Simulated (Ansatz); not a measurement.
**Nb2BN: relaxing a made-up structure**

This structure for Nb2BN is made up. Its elements were placed in a known structure type with a cell scaled to their sizes. What cell does the guess relax to, and how far off was it?

Program: Ansatz 0.2.0. Level of theory: DFT, r2SCAN, plane-wave PAW, files of the set soft_1, scalar-relativistic, no spin, cell and ions relaxed at zero pressure; PAW set soft_1, in the first sound run; inputs show where later runs differ. Results are calculated unless marked as measured.

**1. Starting point**

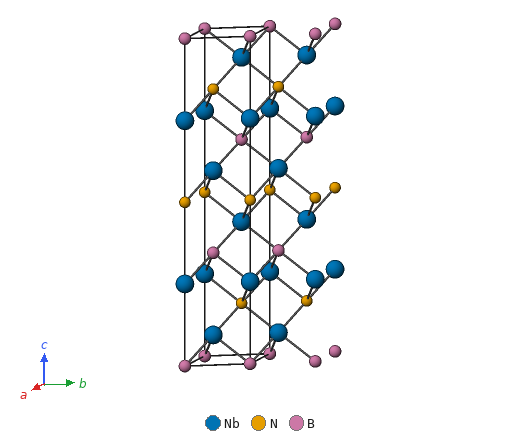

The starting structure, seen slightly off an axis (niobium blue, nitrogen orange, boron pink). 1×2×1 cells are drawn. This picture shows the conventional cell, with its axes. Bonds to atoms that aren't drawn are left out. Some periodic images of atoms are drawn too.

**2. Relaxing cell and atoms**

The guessed cell has no reason to be at equilibrium. It is relaxed with the atoms, within the space group of the guess.

input.yaml reads:

```yaml
crystal:
  lattice:
    - [1.5, 0.866025404, 4.960333333]
    - [-1.5, 0.866025404, 4.960333333]
    - [0.0, -1.732050808, 4.960333333]
  atoms:
    - { symbol: Nb, position: [0.250800002, 0.250800002, 0.250800002] }
    - { symbol: Nb, position: [0.749199998, 0.749199998, 0.749199998] }
    - { symbol: "N", position: [0.5, 0.5, 0.5] }
    - { symbol: B, position: [0.0, 0.0, 0.0] }
kpoints:
  mp_grid: { grid: [10, 10, 10] }
scf:
  occupations: { method: fermi_dirac, width: 0.05 }
hamiltonian:
  xc: r2scan
  pseudopotentials: { kind: paw, azcp: { folder: soft_1 } }
relax:
  f_tol: 0.015
  max_steps: 70
  cell: {}
output:
  forces: true
  stress: true
```

Started as:

```
$ ansatz run input.yaml --threads 4 --pin off --max-ram 8192MiB --backend cpu --events-out ev --progress --plain --runs-dir out
```

Numbers of over 12 decimals in the logs are rounded to 6 here.

The program printed:

```text
basis.fft_grid_basis auto: the FFT boxes are laid along the combinations [[1, 0, -1], [0, 1, -1], [0, 0, 1]] of the cell's own vectors, 3.000, 3.000 and 5.254 Å long. The dense box has 24×24×40 points. Along the cell's own vectors, as sized, it would have 40×40×40, 2.78 times as many. Of the 12 symmetry operations that the crystal satisfies within crystal.symmetry.tolerance (time reversal apart; of a slab, those that [...]
Engine: ansatz 0.2.0, x86_64-unknown-linux-gnu
Pseudopotentials: kind: paw
Pseudopotential: Nb, paw, valence charge 13, recommended cutoff 500 eV (meta_gga), soft_1/Nb.paw.azcp
Pseudopotential: N, paw, valence charge 5, recommended cutoff 500 eV (meta_gga), soft_1/N.paw.azcp
Pseudopotential: B, paw, valence charge 3, recommended cutoff 500 eV (meta_gga), soft_1/B.paw.azcp
Functional definition: r2SCAN
  parameter k0 = 0.174
  parameter k1 = 0.065
  parameter a1 = 4.9479
  exchange = r2scan_x(k0 = k0, k1 = k1, a1 = a1)
  correlation = r2scan_c
Crystal: 4 atoms, lattice volume = 38.662 Å³
Basis set: ecut = 500 eV, 1009 PW (Γ), FFT grids on a1−a3, a2−a3, a3, exchange–correlation on 96×96×160 points (64 copies of the dense FFT grid, shifted against one another)
Bands: 21, of which v1, the nominal top of the filled ones, is band 17 counted from 1 (16 counted from 0)
Symmetry: 12 space group operations
Space group: R-3m (ITA 166), of the structure as read, at distance tolerance 3.4e-5 Å
k-points: 116 of 1000
Non-local potential: Nb, projectors of the file, l = 0: 3, l = 1: 2, l = 2: 2, l = 3: 1
Non-local potential: N, projectors of the file, l = 0: 2, l = 1: 2, l = 2: 1
Non-local potential: B, projectors of the file, l = 0: 2, l = 1: 2, l = 2: 1
PAW form: soft (Blöchl's): semilocal exchange-correlation on the pseudo side does not see the compensation charge
PAW frozen core: Nb, regenerated for the run's functional (the file was generated under x = pbe(κ = 0.804, μ = 0.219515), c = pbe(β = 0.066725))
PAW frozen core: N, regenerated for the run's functional (the file was generated under x = pbe(κ = 0.804, μ = 0.219515), c = pbe(β = 0.066725))
PAW frozen core: B, regenerated for the run's functional (the file was generated under x = pbe(κ = 0.804, μ = 0.219515), c = pbe(β = 0.066725))
PAW one-centre angular grid: Nb, 590 points (default); XC on 160 Gauss nodes
PAW one-centre angular grid: N, 302 points (default); XC on 160 Gauss nodes
PAW one-centre angular grid: B, 302 points (default); XC on 223 of its mesh's 2233 points in the sphere
Initial density: superposition of atomic densities (chi_scale 0.1, normalization cell, long waves kept (reshape's long-wave potential 0.08 eV rms))
Initial wavefunctions: pseudopotential atomic-orbital guess
Functional: x = r2scan, c = r2scan; τ floored in thin density (d = 2e-4 eV/Å³)
SCF iter   1: F=—  HF=-9676.487166 eV  |F-HF|=—  |Δ(HF+E_count)|=         —  Δρ=1.66e-1  dr2=2.37e1  dr2_τ=1.07e0  ethr=3.10e-3  ⟨swp⟩=5.7  Hψ=11926  notcnv=0
preconditioner: auto → none  [insulator: Δε(μ)=0.120 eV  Ē_g=19.491 eV  σ=0.050 eV  W_gap=0.54  n_scr=16 (ndim 8)  ℏωp=32.7 eV  f_vac=0.000  D(μ)=0.53/eV (n_scr^D=2)  ε∞_Penn≈3.8]
SCF iter   2: F=—  HF=-9674.292217 eV  |F-HF|=—  |Δ(HF+E_count)|=    2.19e0  Δρ=1.13e-1  dr2=1.61e1  dr2_τ=1.23e0  ethr=3.10e-3  ⟨swp⟩=4.2  Hψ=7520  notcnv=0  defer=2
SCF iter   3: F=—  HF=-9670.926675 eV  |F-HF|=—  |Δ(HF+E_count)|=    3.37e0  Δρ=3.48e-2  dr2=5.33e-1  dr2_τ=8.39e-2  ethr=3.10e-3  ⟨swp⟩=4.2  Hψ=6599  notcnv=0
SCF iter   4: F=—  HF=-9670.860548 eV  |F-HF|=—  |Δ(HF+E_count)|=   6.61e-2  Δρ=1.83e-2  dr2=5.31e-2  dr2_τ=5.65e-3  ethr=1.57e-3  ⟨swp⟩=2.0  Hψ=3837  notcnv=0
SCF iter   5: F=—  HF=-9670.886911 eV  |F-HF|=—  |Δ(HF+E_count)|=   2.64e-2  Δρ=5.74e-3  dr2=1.13e-2  dr2_τ=2.53e-3  ethr=1.56e-4  ⟨swp⟩=2.1  Hψ=4398  notcnv=0
SCF iter   6: F=—  HF=-9670.884953 eV  |F-HF|=—  |Δ(HF+E_count)|=   1.96e-3  Δρ=1.08e-3  dr2=4.45e-4  dr2_τ=2.62e-5  ethr=3.32e-5  ⟨swp⟩=2.0  Hψ=3657  notcnv=0
SCF iter   7: F=—  HF=-9670.884888 eV  |F-HF|=—  |Δ(HF+E_count)|=   6.43e-5  Δρ=2.64e-4  dr2=3.16e-5  dr2_τ=5.45e-6  ethr=1.31e-6  ⟨swp⟩=2.2  Hψ=4128  notcnv=0
SCF iter   8: F=—  HF=-9670.884887 eV  |F-HF|=—  |Δ(HF+E_count)|=   1.45e-6  Δρ=1.09e-4  dr2=5.44e-6  dr2_τ=2.52e-7  ethr=9.28e-8  ⟨swp⟩=2.8  Hψ=4272  notcnv=0
SCF iter   9: F=—  HF=-9670.884887 eV  |F-HF|=—  |Δ(HF+E_count)|=   1.10e-7  Δρ=2.12e-5  dr2=1.91e-7  dr2_τ=6.57e-9  ethr=1.60e-8  ⟨swp⟩=2.1  Hψ=3638  notcnv=0
SCF iter  10: F=-9670.884887 eV  HF=-9670.884887 eV  |F-HF|=1.00e-10  |Δ(HF+E_count)|=   1.27e-8  Δρ=1.65e-6  dr2=8.84e-10  dr2_τ=9.67e-11  ethr=2.94e-10  ⟨swp⟩=4.9  Hψ=8787  notcnv=0
SCF 1 converged in 10 iterations: F = -9670.884887 eV  dr2 = 8.84e-10
  greatest PAW one-centre occupation: 1.001 electrons in one spin orbital (limit 2), on the Nb atom at site 1 (counted from 0), in its partial waves of l = 0
relax step   1: F+E_penalty+E_count = -9670.88488681 eV  Δ(F+E_penalty+E_count) = +0.000e0 eV  max|allowed force component| = 2.748e-1 eV/Å  Δτ_max = 0.0000 Å  P = +69.557 GPa  Ω = 38.662 Å³  (10 SCF iters, dr2 threshold 1.00e-7 eV, accepted)
Crystal: 4 atoms, lattice volume = 44.454 Å³
Basis set: ecut = 500 eV, 1105 PW (Γ), FFT grids on a1−a3, a2−a3, a3, exchange–correlation on 96×96×160 points (64 copies of the dense FFT grid, shifted against one another)
Initial density: handed on by an earlier stage of this run
Initial wavefunctions: those handed on with the density
iter 1 solved again at ethr=1.49e-3 eV; its pass at ethr=3.10e-3 eV (dr2=5.05e-1 eV) is discarded
SCF iter   1: F=—  HF=-9671.485615 eV  |F-HF|=—  |Δ(HF+E_count)|=         —  Δρ=2.15e-2  dr2=5.12e-1  dr2_τ=6.94e-1  ethr=1.49e-3  ⟨swp⟩=1.0  Hψ=15456  notcnv=0
preconditioner: auto → Kerker (q_TF=auto, 2.609 Å⁻¹)  [metal: Δε(μ)=0.048 eV  Ē_g=7.846 eV  σ=0.050 eV  W_gap=0.22  n_scr=16 (ndim 8)  ℏωp=23.6 eV  f_vac=0.000  D(μ)=1.06/eV (n_scr^D=2)]
SCF iter   2: F=—  HF=-9672.247687 eV  |F-HF|=—  |Δ(HF+E_count)|=   7.62e-1  Δρ=1.47e-2  dr2=2.09e-1  dr2_τ=3.58e-3  ethr=1.49e-3  ⟨swp⟩=3.0  Hψ=4805  notcnv=0
SCF iter   3: F=—  HF=-9672.216029 eV  |F-HF|=—  |Δ(HF+E_count)|=   3.17e-2  Δρ=7.67e-3  dr2=3.17e-2  dr2_τ=3.88e-3  ethr=6.15e-4  ⟨swp⟩=2.0  Hψ=3946  notcnv=0
SCF iter   4: F=—  HF=-9672.210568 eV  |F-HF|=—  |Δ(HF+E_count)|=   5.46e-3  Δρ=2.13e-3  dr2=2.85e-3  dr2_τ=7.24e-4  ethr=9.33e-5  ⟨swp⟩=2.0  Hψ=4684  notcnv=0
SCF iter   5: F=—  HF=-9672.210504 eV  |F-HF|=—  |Δ(HF+E_count)|=   6.41e-5  Δρ=9.34e-4  dr2=9.42e-4  dr2_τ=2.31e-5  ethr=8.37e-6  ⟨swp⟩=2.1  Hψ=3148  notcnv=0
[...]
Crystal: 4 atoms, lattice volume = 45.653 Å³
Basis set: ecut = 500 eV, 1141 PW (Γ), FFT grids on a1−a3, a2−a3, a3, exchange–correlation on 96×96×160 points (64 copies of the dense FFT grid, shifted against one another)
iter 1 solved again at ethr=3.32e-5 eV; its pass at ethr=3.10e-3 eV (dr2=1.13e-2 eV) is discarded
SCF iter   1: F=—  HF=-9672.221809 eV  |F-HF|=—  |Δ(HF+E_count)|=         —  Δρ=3.28e-3  dr2=1.14e-2  dr2_τ=3.30e-2  ethr=3.32e-5  ⟨swp⟩=1.1  Hψ=14823  notcnv=0
preconditioner: auto → Kerker (q_TF=auto, 2.598 Å⁻¹)  [metal: Δε(μ)=0.008 eV  Ē_g=7.803 eV  σ=0.050 eV  W_gap=0.04  n_scr=16 (ndim 8)  ℏωp=23.3 eV  f_vac=0.000  D(μ)=1.08/eV (n_scr^D=2)]
SCF iter   2: F=—  HF=-9672.259260 eV  |F-HF|=—  |Δ(HF+E_count)|=   3.75e-2  Δρ=2.46e-3  dr2=5.38e-3  dr2_τ=9.77e-5  ethr=3.32e-5  ⟨swp⟩=2.0  Hψ=4636  notcnv=0
SCF iter   3: F=—  HF=-9672.258836 eV  |F-HF|=—  |Δ(HF+E_count)|=   4.24e-4  Δρ=2.02e-3  dr2=2.38e-3  dr2_τ=3.26e-4  ethr=1.58e-5  ⟨swp⟩=2.0  Hψ=3501  notcnv=0
SCF iter   4: F=—  HF=-9672.258425 eV  |F-HF|=—  |Δ(HF+E_count)|=   4.11e-4  Δρ=5.17e-4  dr2=2.30e-4  dr2_τ=1.08e-5  ethr=6.99e-6  ⟨swp⟩=2.0  Hψ=3301  notcnv=0
SCF iter   5: F=—  HF=-9672.258407 eV  |F-HF|=—  |Δ(HF+E_count)|=   1.83e-5  Δρ=2.40e-4  dr2=3.82e-5  dr2_τ=1.90e-6  ethr=6.77e-7  ⟨swp⟩=2.0  Hψ=3478  notcnv=0
SCF iter   6: F=—  HF=-9672.258402 eV  |F-HF|=—  |Δ(HF+E_count)|=   5.37e-6  Δρ=3.56e-5  dr2=8.95e-7  dr2_τ=8.29e-8  ethr=1.12e-7  ⟨swp⟩=2.0  Hψ=3496  notcnv=0
SCF iter   7: F=-9672.258402 eV  HF=-9672.258402 eV  |F-HF|=8.90e-9  |Δ(HF+E_count)|=   1.07e-7  Δρ=7.51e-6  dr2=3.34e-8  dr2_τ=6.67e-10  ethr=1.18e-9  ⟨swp⟩=4.1  Hψ=7983  notcnv=0
SCF 3 converged in 7 iterations: F = -9672.258402 eV  dr2 = 3.34e-8
relax step   3: F+E_penalty+E_count = -9672.25840164 eV  Δ(F+E_penalty+E_count) = -4.791e-2 eV  max|allowed force component| = 1.396e-1 eV/Å  Δτ_max = 0.0084 Å  P = +2.242 GPa  Ω = 45.653 Å³  energy of the carried Pulay correction = -3.597e-3 eV  (7 SCF iters, dr2 threshold 4.00e-7 eV, accepted)
[...]
relax step   4: F+E_penalty+E_count = -9672.25822893 eV  Δ(F+E_penalty+E_count) = +1.727e-4 eV  max|allowed force component| = 7.444e-2 eV/Å  Δτ_max = 0.0066 Å  P = -0.298 GPa  Ω = 46.089 Å³  energy of the carried Pulay correction = -3.802e-3 eV  (6 SCF iters, dr2 threshold 4.00e-7 eV, accepted)
[...]
relax step   5: F+E_penalty+E_count = -9672.26215890 eV  Δ(F+E_penalty+E_count) = -3.930e-3 eV  max|allowed force component| = 3.501e-2 eV/Å  Δτ_max = 0.0003 Å  P = +0.030 GPa  Ω = 46.036 Å³  energy of the carried Pulay correction = -3.777e-3 eV  (4 SCF iters, dr2 threshold 4.00e-7 eV, accepted)
[...]
relax step   6: F+E_penalty+E_count = -9672.26221294 eV  Δ(F+E_penalty+E_count) = -5.404e-5 eV  max|allowed force component| = 1.218e-2 eV/Å  Δτ_max = 0.0009 Å  P = +0.038 GPa  Ω = 46.031 Å³  energy of the carried Pulay correction = -3.775e-3 eV  (5 SCF iters, dr2 threshold 7.66e-8 eV, accepted)
[...]
relax step   7: F+E_penalty+E_count = -9672.26642142 eV  Δ(F+E_penalty+E_count) = -4.208e-3 eV  max|allowed force component| = 1.310e-2 eV/Å  Δτ_max = 0.0000 Å  P = +0.072 GPa  Ω = 46.031 Å³  stress off target by 7.85e-2 GPa  SCF on the basis re-selected at this cell (its energy is not comparable with the rows above)  (7 SCF iters)
[...]
relax step   8: F+E_penalty+E_count = -9672.26642514 eV  Δ(F+E_penalty+E_count) = -3.714e-6 eV  max|allowed force component| = 2.788e-6 eV/Å  Δτ_max = 0.0005 Å  P = -0.001 GPa  Ω = 46.041 Å³  energy of the carried Pulay correction = -4.785e-6 eV  (5 SCF iters, dr2 threshold 1.54e-8 eV, accepted)
iter 1 solved again at ethr=1.97e-8 eV; its pass at ethr=3.10e-3 eV (dr2=6.69e-6 eV) is discarded
SCF iter   1: F=—  HF=-9672.266431 eV  |F-HF|=—  |Δ(HF+E_count)|=         —  Δρ=3.79e-6  dr2=1.23e-8  dr2_τ=1.03e-9  ethr=1.97e-8  ⟨swp⟩=3.3  Hψ=18767  notcnv=0
SCF iter   2: F=—  HF=-9672.266430 eV  |F-HF|=—  |Δ(HF+E_count)|=   6.18e-7  Δρ=2.27e-6  dr2=5.20e-9  dr2_τ=1.88e-10  ethr=3.61e-11  ⟨swp⟩=2.0  Hψ=3422  notcnv=0
SCF iter   3: F=—  HF=-9672.266430 eV  |F-HF|=—  |Δ(HF+E_count)|=  5.46e-12  Δρ=1.18e-6  dr2=1.79e-9  dr2_τ=1.21e-10  ethr=1.53e-11  ⟨swp⟩=2.4  Hψ=3482  notcnv=0
SCF iter   4: F=-9672.266430 eV  HF=-9672.266430 eV  |F-HF|=3.64e-12  |Δ(HF+E_count)|=  3.64e-11  Δρ=2.42e-7  dr2=3.20e-11  dr2_τ=7.52e-12  ethr=1.00e-12  ⟨swp⟩=3.8  Hψ=10886  notcnv=0
SCF 9 converged in 4 iterations: F = -9672.266430 eV  dr2 = 3.20e-11
relax step   9: F+E_penalty+E_count = -9672.26643038 eV  Δ(F+E_penalty+E_count) = -5.240e-6 eV  max|allowed force component| = 2.764e-5 eV/Å  Δτ_max = 0.0000 Å  P = -0.001 GPa  Ω = 46.041 Å³  stress off target by 1.70e-3 GPa  SCF on the basis re-selected at this cell (its energy is not comparable with the rows above)  (4 SCF iters)
basis re-selected at this cell: Δ(F+E_penalty+E_count) = -5.240e-6 eV, ΔP = -0.000 GPa vs the last step (what re-selecting the basis moved, of the pressure what is left beyond the Pulay correction that the steps carried, after the strain that the cell walked since its last selection, with what the two solves' SCF thresholds leave and, on support functions, any second-order correction that the steps lacked; it is no m [...]
SCF converged after 4 iterations
Free energy (F): -9672.266430 eV
Harris-Foulkes:  -9672.266430 eV  (|F-HF|=3.64e-12)
Internal energy: -9672.257583 eV  (E = F + TS)
E sigma→0 (E₀):  -9672.262007 eV
Entropy (-TS):   -0.008847 eV (-2.212 meV/atom)
Fermi energy:    18.112707 eV
--- Per-component energies (eV) ---
  E_band       = -115.701244
  E_kinetic    = 923.209895
  E_local      = -1385.751797  (includes V_loc(G=0)·N_el)
  E_nonlocal   = 228.265851
  E_hartree    = 458.005371
  E_xc         = -411.812506
  E_vxc        = -570.989858  (∫ρ·V_xc dr)
  E_paw        = -6406.592163  (= ΣΔE_a)
  E_vpaw       = -260.647585  (= ΣTr[D̂ρ^β])
  E_aug_tail   = 0.000049  (compensation charges beyond the density's cutoff)
  E_vtau       = 34.201460  (kinetic-family band-sum trace: ∫τ·v_τ [+ j·A + Jᵃ·Aᵃ] dr)
  E_ewald      = -3077.149414
  E_core_change = -0.432868  (= ΣΔE_core)
  E_smearing   = -0.008847  (= −TS)
  E_closure    = 0.000000  (closes the sum)
  Σ components = -9672.266430   (vs F -9672.266430, Δ=0.00e0)
--- Forces (eV/Å), atoms counted from 1 ---
  atom   1  Nb     0.00000000    -0.00000000     0.00002764
  atom   2  Nb     0.00000000     0.00000000    -0.00002764
  atom   3  N      0.00000000     0.00000000     0.00000000
  atom   4  B      0.00000000     0.00000000     0.00000000
  max |Σ_I F_I| component: 6.78e-21 eV/Å
--- Stress (GPa, compression-positive) ---
       -0.000932       0.000000      -0.000000
        0.000000      -0.000932      -0.000000
       -0.000000      -0.000000      -0.001702
  P = ⅓ Tr σ = -0.0012 GPa (-0.012 kbar)
--- Band table (eV; the first three rows and the last of 116) ---
  k-point 0: bands = [... 13 lower, 16.8951, 16.9851, 16.9851, 17.0942, 17.7031, 17.7031, 18.5871, 18.5871]
  k-point 1: bands = [... 13 lower, 15.9159, 16.2002, 16.5333, 16.8907, 17.9499, 18.1155, 19.1644, 19.8327]
  k-point 2: bands = [... 13 lower, 14.5385, 15.2644, 15.9558, 16.8309, 18.5982, 18.8681, 19.7862, 19.8328]
  k-point 115: bands = [... 13 lower, 13.4311, 15.2181, 15.2181, 18.1519, 18.1519, 18.4964, 18.8466, 18.8466]
--- Relaxed structure (7 steps of the walk, 7 accepted, 2 SCFs on fresh bases) ---
  F+E_penalty+E_count = -9672.26643038 eV   max|allowed force component| = 2.764e-5 eV/Å   (the final SCF, on the basis selected at the relaxed cell)
  cell:  # Å, volume = 46.0407 Å³
    - [1.591192, 0.918675, 5.249355]
    - [-1.591192, 0.918675, 5.249355]
    - [0, -1.837350, 5.249355]
  atoms:
    - { symbol: Nb, position: [0.252348, 0.252348, 0.252348] }
    - { symbol: Nb, position: [0.747652, 0.747652, 0.747652] }
    - { symbol: N, position: [0.5, 0.5, 0.500000] }
    - { symbol: B, position: [0, 0, 0] }
```

Run time: 19 s. Hardware: 4 threads of Intel Xeon Platinum 8488C (Sapphire Rapids), shared host; peak memory 0.64 GiB; 70 s of CPU time.

Step by step:

```csv
step,energy less that of the first step (eV),largest force component (eV/Å),pressure (GPa),volume (Å³)
1,0.0000,0.2748,69.56,38.66
2,-1.3256,0.2548,10.18,44.45
3,-1.3735,0.1396,2.24,45.65
4,-1.3733,0.0744,-0.30,46.09
5,-1.3773,0.0350,0.03,46.04
6,-1.3773,0.0122,0.04,46.03
7*,-1.3815,0.0131,0.07,46.03
8,-1.3815,0.0000,0.00,46.04
9*,-1.3815,0.0000,0.00,46.04
```

Relaxation steps marked * repeat the geometry before them on a plane-wave basis chosen anew for their cell, so energy and pressure can jump there.

The run keeps the 12 symmetry operations that it works with, so distortions that break them were not tested.

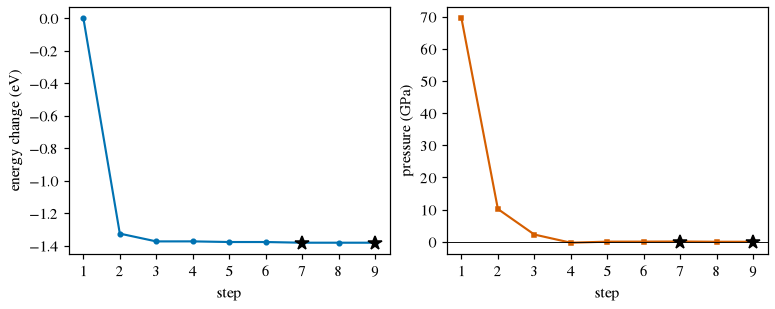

Energy and pressure along the relaxation. Stars mark steps on a basis chosen anew.

```csv
"conventional cell, symmetrised",before,after,change
a (Å),3.000,3.182,+6.1 %
b (Å),3.000,3.182,+6.1 %
c (Å),14.881,15.748,+5.8 %
volume (Å³/atom),9.67,11.51,+19.1 %
```

The atoms that moved most (Å, as changes of fractional coordinates times the final cell):

```csv
atom,dx,dy,dz,length
Nb1,0.000,0.000,0.024,0.024
Nb2,0.000,0.000,-0.024,0.024
```

The relaxed structure:

```cif
data_structure
_symmetry_space_group_name_H-M 'P 1'
_symmetry_Int_Tables_number 1
_cell_length_a 5.5616
_cell_length_b 5.5616
_cell_length_c 5.5616
_cell_angle_alpha 33.250
_cell_angle_beta 33.250
_cell_angle_gamma 33.250
_cell_volume 46.04
loop_
_atom_site_label
_atom_site_type_symbol
_atom_site_fract_x
_atom_site_fract_y
_atom_site_fract_z
_atom_site_occupancy
Nb1 Nb 0.25235 0.25235 0.25235 1
Nb2 Nb 0.74765 0.74765 0.74765 1
N3 N 0.50000 0.50000 0.50000 1
B4 B 0.00000 0.00000 0.00000 1
```

This step gave:

```yaml
free_energy: -9672.2664 eV
energy_at_zero_smearing: -9672.2620 eV
smearing_term_ts: 0.008847 eV
fermi_energy: 18.11 eV
electrons: 34
symmetry_operations: 12
pressure: -0.001189 GPa
```

The shortest distance of each pair, which need not be the same contact before and after:

```csv
pair,guess (Å),relaxed (Å)
B–Nb,2.123,2.237
N–Nb,2.137,2.280
Nb–Nb,3.000,3.144
N–N,3.000,3.182
B–B,3.000,3.182
```

The relaxation ends with a largest force component of 2.8e-5 eV/Å and a pressure of 0.00 GPa.

(Part 1 of 2 ends here.)

[Logs are printed without paths, hosts, clocks, repeated set-up lines and the standing remarks that a program may print on its own settings, such as how far it seeks lower states.]

[Hosts, paths, dates, database ids (printed as entryN), source tags and the programs' standing remarks are cut or masked in the printed files.]
